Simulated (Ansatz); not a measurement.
# Run report: AlN$_{2}$H$_{7}$F$_{2}$, geometry relaxation (part 2 of 2)

AlN$_{2}$H$_{7}$F$_{2}$; UKS CAM-B3LYP-D4/6-31G (Ansatz 0.2.0). It belongs to a series of runs on one base structure; here: end point B relaxed.

Geometry of the input (Å):
```
Al -0.8395  -0.1759  -0.1676
H  0.8537  -0.0464  -2.4229
F  -0.5947  -1.4443  -1.2851
F  -1.7522  1.1570  -0.7229
H  0.9705  0.3669  1.1581
N  -1.0712  -0.6381  1.6373
H  1.1844  0.5153  -2.1813
N  1.0135  0.5262  0.1458
H  -0.9672  -1.5911  1.9618
H  -1.6938  -0.1155  2.2426
H  1.7213  -0.0614  -0.2901
H  1.1750  1.5071  -0.0757
```

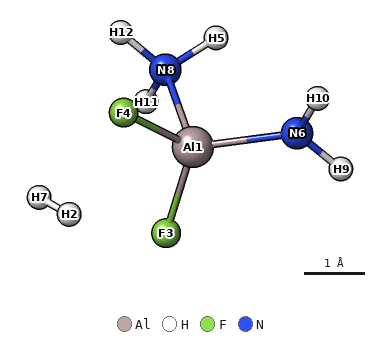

Fig. 1: The geometry at step 13 of the log (ball-and-stick view, seen at a tilt; atoms are numbered from 1 in the order of the input).

**Trajectory as extended XYZ, continued**
```
12
Properties=species:S:1:pos:R:3:forces:R:3 step=6 energy=-15125.07231
Al   -0.8198   -0.1563    0.0082   -0.0436   0.0966  -0.0495
H     0.8375   -0.1733   -2.6473    0.3102   0.5142  -0.0527
F    -0.4530   -1.3312   -1.1894    0.0183   0.0017   0.0376
F    -1.6232    1.2406   -0.5808    0.0921  -0.1042   0.0810
H     1.1751    0.4838    1.2836    0.0346   0.0677  -0.1757
N    -1.2417   -0.7324    1.6567   -0.1313  -0.2315   0.2372
H     1.2567    0.4474   -2.8028   -0.2943  -0.5051   0.0552
N     1.0428    0.5794    0.2731   -0.0652  -0.0209   0.1535
H    -1.1360   -1.6949    1.9669    0.0106   0.2485  -0.1517
H    -1.8550   -0.2324    2.2911    0.1085  -0.0173  -0.1446
H     1.7181    0.0138   -0.2396   -0.0449   0.0401  -0.0162
H     1.0982    1.5554   -0.0198    0.0050  -0.0898   0.0258
12
Properties=species:S:1:pos:R:3:forces:R:3 step=7 energy=-15125.06361 accepted=F
Al   -0.7974   -0.1685    0.0512   -0.3933  -0.3985   0.5306
H     0.8639   -0.0484   -2.5653   -0.0627  -0.0951   0.0039
F    -0.4640   -1.4037   -1.0908    0.1998   0.1680  -0.1464
F    -1.5893    1.2263   -0.5306    0.0791   0.1387  -0.1120
H     1.3365    0.5911    1.2356   -0.1781  -0.0689  -0.2156
N    -1.3196   -0.7674    1.6656    0.1953   0.2282  -0.2238
H     1.3093    0.4815   -2.8400    0.0385   0.0381  -0.0164
N     1.0586    0.5719    0.2507    0.1236   0.1499  -0.0120
H    -1.2268   -1.7251    1.9596   -0.0088  -0.1620   0.0355
H    -1.9119   -0.2459    2.2911   -0.0746   0.0504   0.0802
H     1.6823   -0.0296   -0.2883    0.0247   0.0564   0.0354
H     1.0583    1.5175   -0.1388    0.0566  -0.1050   0.0405
12
Properties=species:S:1:pos:R:3:forces:R:3 step=8 energy=-15125.09476
Al   -0.8195   -0.1570    0.0436    0.0087   0.0201   0.0371
H     0.8457   -0.1463   -2.6088    0.1277   0.1825  -0.0542
F    -0.4164   -1.3200   -1.1542    0.0006   0.0032  -0.0197
F    -1.5794    1.2645   -0.5332    0.0009  -0.0266   0.0102
H     1.2562    0.5352    1.2629   -0.0209   0.0166  -0.1053
N    -1.2891   -0.7628    1.6629   -0.0249  -0.0048   0.0076
H     1.2870    0.4125   -2.8576   -0.1210  -0.1920   0.0506
N     1.0393    0.5870    0.2665    0.0690   0.0044   0.0949
H    -1.1865   -1.7241    1.9541    0.0085  -0.0273  -0.0204
H    -1.8866   -0.2579    2.3013   -0.0032   0.0267  -0.0074
H     1.6875    0.0166   -0.2758   -0.0390   0.0197   0.0002
H     1.0617    1.5520   -0.0617   -0.0064  -0.0226   0.0062
12
Properties=species:S:1:pos:R:3:forces:R:3 step=9 energy=-15125.09923
Al   -0.8187   -0.1453    0.0666   -0.0140  -0.0131   0.0339
H     0.8610   -0.1668   -2.6007    0.0174   0.0407  -0.0089
F    -0.4107   -1.2881   -1.1508    0.0012   0.0104  -0.0041
F    -1.5746    1.2866   -0.4877   -0.0055   0.0020  -0.0073
H     1.3018    0.5602    1.2506   -0.0321   0.0089  -0.1041
N    -1.3117   -0.7848    1.6646    0.0232   0.0054  -0.0146
H     1.3151    0.3578   -2.8832   -0.0109  -0.0472   0.0013
N     1.0411    0.6064    0.2649    0.0744  -0.0003   0.0677
H    -1.2149   -1.7529    1.9351   -0.0071  -0.0037  -0.0067
H    -1.9019   -0.2833    2.3124   -0.0024   0.0023   0.0014
H     1.6694    0.0394   -0.3045   -0.0319   0.0213   0.0217
H     1.0438    1.5707   -0.0674   -0.0123  -0.0267   0.0195
12
Properties=species:S:1:pos:R:3:forces:R:3 step=10 energy=-15125.10162
Al   -0.8274   -0.1299    0.0837    0.0126  -0.0107  -0.0200
H     0.8821   -0.1935   -2.6187    0.0394   0.0514  -0.0253
F    -0.4202   -1.2490   -1.1576   -0.0108   0.0233   0.0156
F    -1.5852    1.3118   -0.4448    0.0047  -0.0070  -0.0033
H     1.3193    0.5668    1.2487   -0.0247  -0.0010  -0.0485
N    -1.3153   -0.7992    1.6686   -0.0032  -0.0251   0.0230
H     1.3661    0.2874   -2.9304   -0.0357  -0.0575   0.0270
N     1.0338    0.6240    0.2721    0.0376   0.0060  -0.0029
H    -1.2261   -1.7746    1.9167   -0.0084   0.0309  -0.0054
H    -1.8975   -0.3056    2.3301    0.0097  -0.0153  -0.0021
H     1.6501    0.0690   -0.3217   -0.0221   0.0208   0.0233
H     1.0202    1.5926   -0.0468    0.0009  -0.0157   0.0186
12
Properties=species:S:1:pos:R:3:forces:R:3 step=11 energy=-15125.10302
Al   -0.8392   -0.1108    0.0952   -0.0142  -0.0058  -0.0409
H     0.9076   -0.2253   -2.6164    0.1325   0.1019  -0.0950
F    -0.4495   -1.2028   -1.1768   -0.0144   0.0287   0.0394
F    -1.6025    1.3417   -0.3978    0.0094  -0.0191   0.0071
H     1.3237    0.5614    1.2370    0.0088  -0.0023   0.0054
N    -1.3110   -0.8147    1.6713    0.0030  -0.0127   0.0029
H     1.4331    0.1963   -2.9547   -0.1302  -0.1104   0.0975
N     1.0216    0.6469    0.2688    0.0022  -0.0038  -0.0331
H    -1.2295   -1.7973    1.8932   -0.0031   0.0372  -0.0063
H    -1.8797   -0.3324    2.3529    0.0184  -0.0183  -0.0121
H     1.6278    0.1121   -0.3531   -0.0107   0.0248   0.0215
H     0.9973    1.6247   -0.0198   -0.0017  -0.0202   0.0137
12
Properties=species:S:1:pos:R:3:forces:R:3 step=12 energy=-15125.10446
Al   -0.8495   -0.0991    0.0932   -0.0052  -0.0122  -0.0165
H     0.9231   -0.2529   -2.6162    0.1096   0.0804  -0.0711
F    -0.4740   -1.1790   -1.1926   -0.0152   0.0241   0.0323
F    -1.6180    1.3579   -0.3778    0.0150  -0.0183   0.0043
H     1.3224    0.5499    1.2315   -0.0094  -0.0045  -0.0136
N    -1.3017   -0.8184    1.6682    0.0034   0.0127  -0.0161
H     1.4648    0.1538   -2.9448   -0.1056  -0.0858   0.0749
N     1.0124    0.6559    0.2673    0.0042  -0.0035  -0.0160
H    -1.2186   -1.8025    1.8785   -0.0007  -0.0022   0.0017
H    -1.8608   -0.3429    2.3618    0.0041  -0.0075   0.0018
H     1.6163    0.1377   -0.3701   -0.0026   0.0143   0.0088
H     0.9835    1.6394    0.0010    0.0025   0.0026   0.0094
12
Properties=species:S:1:pos:R:3:forces:R:3 step=13 energy=-15125.10686
Al   -0.8870   -0.0613    0.0899   -0.0166  -0.0028  -0.0203
H     1.0022   -0.3508   -2.5833    0.0402   0.0369  -0.0374
F    -0.5806   -1.1008   -1.2470   -0.0049   0.0430   0.0552
F    -1.6662    1.4156   -0.3004    0.0278  -0.0505   0.0139
H     1.3137    0.4950    1.1882   -0.0484   0.0439  -0.1905
N    -1.2694   -0.8332    1.6613   -0.0228   0.0372   0.0077
H     1.5852    0.0076   -2.8922   -0.0468  -0.0447   0.0440
N     0.9776    0.6912    0.2422    0.1303   0.0831   0.0085
H    -1.1879   -1.8261    1.8294   -0.0073   0.0219   0.0003
H    -1.7924   -0.3800    2.3991    0.0411  -0.0402  -0.0590
H     1.5717    0.2419   -0.4602   -0.1060   0.1027   0.1329
H     0.9330    1.7008    0.0729    0.0135  -0.2306   0.0447
12
Properties=species:S:1:pos:R:3:forces:R:3 step=14 energy=-15125.10918
Al   -0.8892   -0.0516    0.0909   -0.0220  -0.0127  -0.0260
H     0.9889   -0.3680   -2.5840    0.1474   0.0636  -0.0448
F    -0.5899   -1.0787   -1.2576   -0.0215   0.0485   0.0593
F    -1.6720    1.4288   -0.2807    0.0348  -0.0567   0.0130
H     1.3257    0.4882    1.1702   -0.0222   0.0214  -0.0870
N    -1.2649   -0.8398    1.6558   -0.0008   0.0139  -0.0288
H     1.6155   -0.0481   -2.8548   -0.1388  -0.0687   0.0518
N     0.9739    0.7043    0.2371    0.0674   0.0179   0.0027
H    -1.1849   -1.8348    1.8123   -0.0048   0.0274   0.0005
H    -1.7834   -0.3940    2.3998    0.0177  -0.0192  -0.0222
H     1.5606    0.2796   -0.4834   -0.0594   0.0406   0.0604
H     0.9194    1.7139    0.0943    0.0022  -0.0759   0.0211
12
Properties=species:S:1:pos:R:3:forces:R:3 step=15 energy=-15125.11078
Al   -0.9007   -0.0396    0.0917   -0.0213  -0.0067  -0.0201
H     1.0219   -0.4013   -2.5507    0.1417   0.0691  -0.0719
F    -0.6216   -1.0503   -1.2733   -0.0111   0.0491   0.0585
F    -1.6845    1.4473   -0.2515    0.0359  -0.0562   0.0086
H     1.3369    0.4747    1.1443   -0.0242   0.0131  -0.0576
N    -1.2576   -0.8455    1.6510   -0.0027   0.0112  -0.0304
H     1.6473   -0.0891   -2.8341   -0.1425  -0.0778   0.0723
N     0.9636    0.7144    0.2262    0.0445  -0.0014  -0.0089
H    -1.1781   -1.8421    1.7946   -0.0039   0.0097   0.0040
H    -1.7644   -0.4075    2.4071    0.0085  -0.0111  -0.0091
H     1.5352    0.3126   -0.5181   -0.0277   0.0300   0.0399
H     0.9018    1.7263    0.1127    0.0029  -0.0289   0.0147
12
Properties=species:S:1:pos:R:3:forces:R:3 step=16 energy=-15125.11264
Al   -0.9146   -0.0144    0.0984   -0.0261  -0.0057  -0.0391
H     1.0633   -0.4827   -2.5298    0.0515   0.0417  -0.0301
F    -0.6608   -0.9887   -1.2979   -0.0098   0.0401   0.0638
F    -1.7008    1.4824   -0.1938    0.0335  -0.0549   0.0096
H     1.3566    0.4569    1.1056   -0.0407   0.0424  -0.1131
N    -1.2492   -0.8611    1.6405   -0.0067   0.0190  -0.0101
H     1.6991   -0.1895   -2.8028   -0.0541  -0.0428   0.0341
N     0.9484    0.7447    0.2151    0.0855   0.0251  -0.0219
H    -1.1692   -1.8612    1.7571   -0.0044   0.0097   0.0032
H    -1.7405   -0.4414    2.4174    0.0162  -0.0179  -0.0240
H     1.4981    0.3926   -0.5724   -0.0648   0.0550   0.1094
H     0.8695    1.7623    0.1626    0.0197  -0.1117   0.0181
12
Properties=species:S:1:pos:R:3:forces:R:3 step=17 energy=-15125.11385
Al   -0.9187   -0.0094    0.0986   -0.0160  -0.0070  -0.0028
H     1.0674   -0.4861   -2.5112    0.0355   0.0135  -0.0242
F    -0.6756   -0.9743   -1.3042   -0.0031   0.0211   0.0287
F    -1.7030    1.4898   -0.1788    0.0144  -0.0255   0.0031
H     1.3674    0.4490    1.0839   -0.0354   0.0341  -0.0858
N    -1.2463   -0.8657    1.6365   -0.0034   0.0123  -0.0150
H     1.7200   -0.2261   -2.7761   -0.0384  -0.0204   0.0227
N     0.9442    0.7518    0.2062    0.0702   0.0142  -0.0158
H    -1.1684   -1.8667    1.7461   -0.0025   0.0088   0.0021
H    -1.7313   -0.4500    2.4190    0.0111  -0.0116  -0.0138
H     1.4835    0.4181   -0.5954   -0.0460   0.0407   0.0875
H     0.8607    1.7692    0.1753    0.0137  -0.0804   0.0133
12
Properties=species:S:1:pos:R:3:forces:R:3 step=18 energy=-15125.11481
Al   -0.9232    0.0028    0.1002   -0.0020  -0.0112   0.0266
H     1.0735   -0.5237   -2.5108    0.0341   0.0131  -0.0061
F    -0.6886   -0.9435   -1.3144   -0.0006  -0.0058  -0.0089
F    -1.7095    1.5036   -0.1535   -0.0031   0.0077  -0.0016
H     1.3762    0.4463    1.0664   -0.0183   0.0111  -0.0310
N    -1.2416   -0.8736    1.6281    0.0026   0.0041  -0.0131
H     1.7411   -0.2867   -2.7591   -0.0320  -0.0134   0.0111
N     0.9381    0.7695    0.2050    0.0344   0.0066  -0.0084
H    -1.1636   -1.8759    1.7246   -0.0014   0.0073  -0.0003
H    -1.7197   -0.4677    2.4195    0.0031  -0.0043  -0.0020
H     1.4691    0.4632   -0.6110   -0.0192   0.0083   0.0282
H     0.8481    1.7855    0.2048    0.0022  -0.0235   0.0054
12
Properties=species:S:1:pos:R:3:forces:R:3 step=19 energy=-15125.11514
Al   -0.9292    0.0117    0.0999   -0.0001  -0.0011   0.0138
H     1.0855   -0.5465   -2.4871    0.0064   0.0033  -0.0036
F    -0.7075   -0.9210   -1.3258    0.0008  -0.0050  -0.0070
F    -1.7159    1.5161   -0.1329   -0.0022   0.0030  -0.0001
H     1.3815    0.4402    1.0451   -0.0055   0.0028  -0.0066
N    -1.2358   -0.8793    1.6211    0.0007   0.0040  -0.0019
H     1.7581   -0.3235   -2.7325   -0.0061  -0.0046   0.0038
N     0.9325    0.7794    0.1964    0.0116   0.0105  -0.0069
H    -1.1588   -1.8825    1.7072   -0.0011   0.0034  -0.0011
H    -1.7047   -0.4802    2.4216    0.0035  -0.0041  -0.0044
H     1.4543    0.4907   -0.6314   -0.0090   0.0030   0.0132
H     0.8399    1.7947    0.2183    0.0011  -0.0152   0.0007
12
Properties=species:S:1:pos:R:3:forces:R:3 step=20 energy=-15125.11523
Al   -0.9332    0.0190    0.1000   -0.0001   0.0021  -0.0018
H     1.0917   -0.5632   -2.4775    0.0042   0.0008  -0.0021
F    -0.7196   -0.9035   -1.3340    0.0001   0.0032   0.0025
F    -1.7214    1.5253   -0.1171    0.0016  -0.0041   0.0006
H     1.3834    0.4395    1.0346   -0.0058   0.0025  -0.0067
N    -1.2307   -0.8835    1.6159   -0.0003   0.0003   0.0008
H     1.7712   -0.3549   -2.7167   -0.0046  -0.0018   0.0024
N     0.9282    0.7877    0.1928    0.0047  -0.0004   0.0033
H    -1.1549   -1.8875    1.6934   -0.0001   0.0000  -0.0013
H    -1.6937   -0.4905    2.4226    0.0010  -0.0011  -0.0001
H     1.4449    0.5091   -0.6414   -0.0015  -0.0002   0.0039
H     0.8340    1.8022    0.2272    0.0009  -0.0013  -0.0016
```

**Key numbers**

| quantity | value |
| --- | --- |
| outcome | converged |
| total energy | −15125.1154 eV |
| mean-field energy | −15124.9521 eV |
| largest force (length of the vector) at the end | 0.009 eV/Å |
| hardware | 2 threads of Arm Neoverse N1, 16 GiB of memory available, shared host |
| wall time | 1.8 min (CPU time 3.5 min) |
| peak memory | 0.24 GiB |
